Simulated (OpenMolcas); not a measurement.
# SiH2OF2 (SMILES O[SiH](F)F) at 6 levels

Wanted: a comparison of 6 runs (HF/STO-3G, HF/3-21G, B3LYP/6-311+G**, PBE0/6-311+G**, r2SCAN/6-311+G**, CCSD(T)/6-311+G**) of SiH2OF2. 

The results are computed with OpenMolcas 26.06.

1 further run of the same task is left out (set aside as unsound or not needed).

## (1) The molecule

SiH2OF2 has 6 atoms, charge 0, and is taken as a singlet. As SMILES, `O[SiH](F)F`. The coordinates come from a PBE0-D4/def2-TZVP relaxation. This is one conformer, not always the lowest.

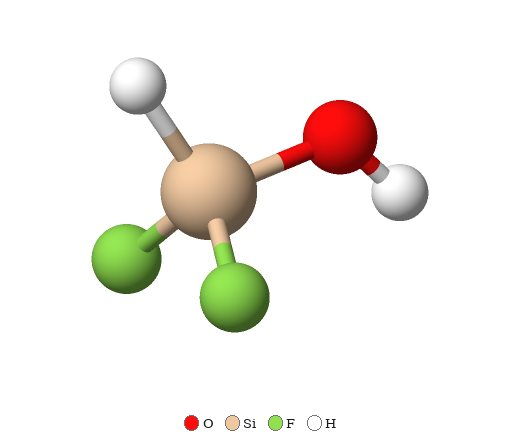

The structure, seen from a chosen angle (oxygen red, silicon light orange, fluorine green, hydrogen white).

## (2) Energy and forces at HF/STO-3G (run 1)

Input file job.inp:

```
>>> EXPORT MOLCAS_PRINT=2

&GATEWAY
 BasLib = $CurrDir
 Coord
 6
 angstrom
 O        0.027700       1.137900      -0.556400
 Si       0.121400      -0.236200       0.285200
 F        0.731800      -1.405100      -0.592400
 F       -1.315500      -0.739700       0.722100
 H       -0.477400       1.183000      -1.369500
 H        0.954100      -0.003800       1.464900
 Basis = STO-3G
 Group = NoSym

&SEWARD

&SCF
 Thresholds = 1e-10 1e-07 1e-07 1e-05
 PrOrbitals = 1 2

&ALASKA
```

The basis set STO-3G is read from a file made from the Basis Set Exchange's data (not shown).

On the command line:

```sh
$ export MOLCAS_MEM=1860
$ pymolcas job.inp > job.log
```

The log of the run:

```text
--- Start Module: gateway ---
[...]
--- Stop Module: gateway /rc=_RC_ALL_IS_WELL_ ---
[...]
      Basis functions           26
[...]
--- Start Module: scf ---
[...]
       Convergence after  10 Iterations
[...]
::    Total SCF energy                               -556.7362597884
[...]
      Total spin, S                                     0.0000000000
[...]
      Total electronic charge=   42.000000
      Total            charge=   -0.000000
[...]
      Dipole Moment (debye):
      Origin of the operator (angstrom)=   -0.0806   -0.3330    0.0195
                   X= -1.4423E-01               Y=  2.8462E-01               Z= -3.7439E-01           Total=  4.9191E-01
      Quadrupole Moment (debye*angstrom):
[...]
--- Stop Module: scf /rc=_RC_ALL_IS_WELL_ ---
--- Start Module: alaska ---
[...]
 *              Molecular gradients               *
 **************************************************
  Irreducible representation: a
 ------------------------------------------------------------------------------------------
                              X                       Y                       Z
 ------------------------------------------------------------------------------------------
  O1               -1.82703200589251E-02   -2.53900228913970E-02   -1.57241907790491E-02
  SI2              -1.73661742452014E-02    2.59139137080933E-03   -2.83596666268870E-02
  F3               -4.55890413274318E-03    8.23818172477786E-03    8.88885967784248E-03
  F4                1.24969930096519E-02    2.69500876945017E-03   -2.04849329139378E-03
  H5                1.45797169343953E-02    1.09981257089533E-02    1.72316101734529E-02
  H6                1.31186884928449E-02    8.67315317415129E-04    2.00118808460052E-02
 ------------------------------------------------------------------------------------------
[...]
```

Wall time 3.3 s (1 thread of AMD EPYC 7R43 (Zen 3), shared host); peak memory 0.37 GiB.

## (3) Energy and gradient at HF/3-21G (run 2)

Input file input.xyz:

```xyz
6

O      0.027700     1.137900    -0.556400
Si     0.121400    -0.236200     0.285200
F      0.731800    -1.405100    -0.592400
F     -1.315500    -0.739700     0.722100
H     -0.477400     1.183000    -1.369500
H      0.954100    -0.003800     1.464900
```

Input file calc.input:

```
* F2H2OSi Hartree-Fock
&GATEWAY
BasLib=$CurrDir
Coord=input.xyz
Basis=3-21G
Group=NoSym
&SEWARD
&SCF
Thresholds=1e-10 1e-07 1e-07 1e-05
PrOrbitals=0
&ALASKA
```

The basis set 3-21G is read from a file made from the Basis Set Exchange's data (not shown).

On the command line:

```sh
$ export MOLCAS_MEM=1860
$ pymolcas calc.input > calc.log
```

The log of the run:

```text
--- Start Module: gateway ---
[...]
--- Stop Module: gateway /rc=_RC_ALL_IS_WELL_ ---
[...]
      Basis functions           44
[...]
--- Start Module: scf ---
[...]
       Convergence after  12 Iterations
[...]
::    Total SCF energy                               -560.9883046996
[...]
      Total spin, S                                     0.0000000000
[...]
      Total electronic charge=   42.000000
      Total            charge=   -0.000000
[...]
      Dipole Moment (debye):
      Origin of the operator (angstrom)=   -0.0806   -0.3330    0.0195
                   X= -1.7363E-01               Y=  9.1859E-01               Z= -7.4422E-01           Total=  1.1949E+00
      Quadrupole Moment (debye*angstrom):
[...]
--- Stop Module: scf /rc=_RC_ALL_IS_WELL_ ---
[...]
--- Start Module: alaska ---
[...]
 *              Molecular gradients               *
 **************************************************
  Irreducible representation: a
 ------------------------------------------------------------------------------------------
                              X                       Y                       Z
 ------------------------------------------------------------------------------------------
  O1                8.14913542475004E-03   -4.95922212648736E-03    1.52847735897463E-02
  SI2              -2.87778515415935E-02   -1.00762309672215E-02   -3.98091609604112E-02
  F3               -5.55094340954199E-03    1.71579731359799E-02    1.58538396958008E-02
  F4                2.25269122947473E-02    8.04994491180278E-03   -2.16584891976623E-03
  H5                2.82584518206619E-04   -1.16156926928583E-02    6.29911705559039E-03
  H6                3.37016271346169E-03    1.44322773882510E-03    4.53727953904348E-03
 ------------------------------------------------------------------------------------------
[...]
```

Run time: 3.9 s. Hardware: 1 thread of AMD EPYC 7R43 (Zen 3), shared host; peak memory 0.38 GiB.

Runs 3 to 5 aren't shown in full; the table further down has their settings and results.

## (4) The energy at CCSD(T)/6-311+G(d,p) (Cholesky decomposition) (run 6)

Input file run.input:

```
* F2H2OSi CCSD(T)
>>> EXPORT MOLCAS_PRINT=2

&gateway
 baslib=$CurrDir
 basisset
 O.6-311pGss....
 O1 0.027700 1.137900 -0.556400 angstrom
 End of Basis
 basisset
 Si.6-311pGss....
 Si2 0.121400 -0.236200 0.285200 angstrom
 End of Basis
 basisset
 F.6-311pGss....
 F3 0.731800 -1.405100 -0.592400 angstrom
 F4 -1.315500 -0.739700 0.722100 angstrom
 End of Basis
 basisset
 H.6-311pGss....
 H5 -0.477400 1.183000 -1.369500 angstrom
 H6 0.954100 -0.003800 1.464900 angstrom
 End of Basis

&seward
 high

&scf
 thresholds=1e-10 1e-07 1e-07 1e-05
 prorbitals=1 1

&chcc
 frozen=8
 threshold=1e-08
 maxiterations=80

&cht3
 frozen=8
```

The basis set 6-311+G** is read from a file made from the Basis Set Exchange's data (not shown).

On the command line:

```sh
$ export MOLCAS_MEM=1860
$ pymolcas run.input > run.log
```

The log of the run:

```text
--- Start Module: gateway ---
[...]
--- Stop Module: gateway /rc=_RC_ALL_IS_WELL_ ---
[...]
      Basis functions          108
[...]
       Convergence after  14 Iterations
[...]
::    Total SCF energy                               -564.1111145693
[...]
      Total spin, S                                     0.0000000000
[...]
      Total electronic charge=   42.000000
      Total            charge=   -0.000000
[...]
      Dipole Moment (debye):
      Origin of the operator (angstrom)=   -0.0806   -0.3330    0.0195
                   X= -6.2208E-02               Y=  1.0271E+00               Z= -6.2408E-01           Total=  1.2035E+00
      Quadrupole Moment (debye*angstrom):
[...]
--- Start Module: chcc ---
[...]
--- Stop Module: chcc /rc=_RC_ALL_IS_WELL_ ---
[...]
--- Start Module: cht3 ---
[...]
--- Stop Module: cht3 /rc=_RC_ALL_IS_WELL_ ---
[...]
```

Wall time 7.5 min (1 thread of AMD EPYC 7R43 (Zen 3), shared host); peak memory 0.22 GiB.

## (5) The series

```csv
run,level,integration grid,integral approximation,energy (Eh),dipole moment (D) of the reference,HOMO energy (eV),LUMO energy (eV),wall time
1,HF/STO-3G,–,none,-556.736260,0.49,-10.38,12.61,3.3 s
2,HF/3-21G,–,none,-560.988305,1.19,-14.70,5.53,3.9 s
3,B3LYP/6-311+G**,UltraFine,none,-565.897657,1.17,-10.20,-0.53,50 s
4,PBE0/6-311+G**,UltraFine,none,-565.478602,1.19,-10.50,-0.19,45 s
5,r2SCAN/6-311+G**,UltraFine,none,-565.731532,1.19,-9.10,-0.20,57 s
6,CCSD(T)/6-311+G** (Cholesky decomposition),–,CD high,-564.850742,1.20,-14.96,1.58,7.5 min
```

## (6) Outcome

```
                                          quantity          value
                               run 6: total energy  -564.85074 Eh
         run 6: dipole moment (mean-field density)         1.20 D
        run 6: HOMO energy (Hartree–Fock orbitals)      -14.96 eV
        run 6: LUMO energy (Hartree–Fock orbitals)        1.58 eV
      run 6: HOMO–LUMO gap (Hartree–Fock orbitals)       16.54 eV
run 6: correlation energy (8 core orbitals frozen)     -739.6 mEh
                             run 6: (T) correction     -17.75 mEh
```

**Reading.** Over runs 1, 2, 3, 4, 5 the dipole moment (its size) runs from 0.49 D (HF/STO-3G) to 1.19 D (HF/3-21G). Over runs 1, 2, 3, 4, 5 the HOMO–LUMO gap runs from 8.90 eV (r2SCAN/6-311+G**) to 22.99 eV (HF/STO-3G). The two ends differ in method and basis. Totals of different functionals can't be ranked against each other. In run 1 the basis is minimal, so the values are rough. All runs together took 10 min, the longest 7.5 min.
